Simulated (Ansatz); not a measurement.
Abstraction of F: CH7FSi2 + C2HF2Sn → SiH2(CH3)(SiH2) + C2HF3Sn

Species: CH7FSi2 `C[SiH2][SiH2]F`, singlet; C2HF2Sn `C#[C][Sn]([F])[F]`, doublet; SiH2(CH3)(SiH2), doublet; C2HF3Sn `C#[C][Sn]([F])([F])[F]`, singlet. A radical takes F: the energy is the difference in strength between the Si–F bond broken and the Sn–F bond made.

Shapes, held fixed at every level: PBE0-D4/def2-TZVP. Flexible molecules stand in one conformer, not always the lowest. Programs: Ansatz 0.2.0. The zero-point and thermal change to 298 K, harmonic and unscaled (PBE0-D4/def2-TZVP), is -4.1 kJ/mol.

| level | kind | ΔH(298 K) (kJ/mol) | less CCSD(T)/def2-TZVPP |
| --- | --- | --- | --- |
| PBE-D4/def2-TZVPP | GGA | +132.2 | +7.2 |
| B3LYP-D4/def2-TZVPP | global hybrid | +142.8 | +17.8 |
| r2SCAN0-D4/def2-TZVPP | global hybrid | +130.7 | +5.7 |
| wB97M-V/def2-TZVPP | range-separated hybrid | +140.2 | +15.2 |
| wB97X-V/def2-TZVPP | range-separated hybrid | +131.3 | +6.3 |
| CCSD(T)/def2-SVP | coupled cluster or CI | +108.3 | -16.7 |
| CCSD/def2-TZVPP | coupled cluster or CI | +127.1 | +2.1 |
| CCSD(T)/def2-TZVPP | coupled cluster or CI | +125.0 | 0.0 |

The highest level, CCSD(T)/def2-TZVPP, gives ΔH(298 K) = +125.0 kJ/mol; the levels span +108.3 to +142.8. The column of differences is taken from that level and isn't an error. No measured value is set beside it here. Open shells run unrestricted. For atoms past krypton def2 sets carry core potentials with scalar relativity. Outer-core shells of Sn are correlated, in sets that cover them unevenly.

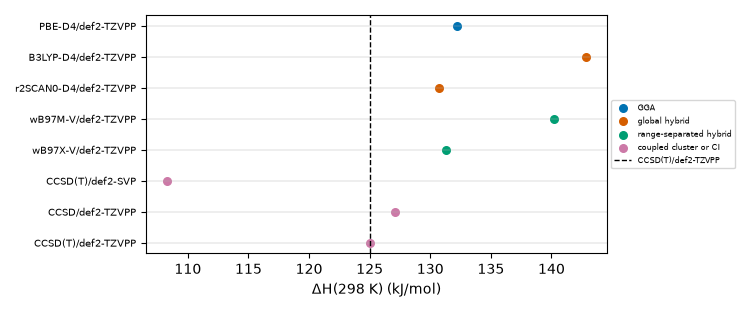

The values of the table, level by level.
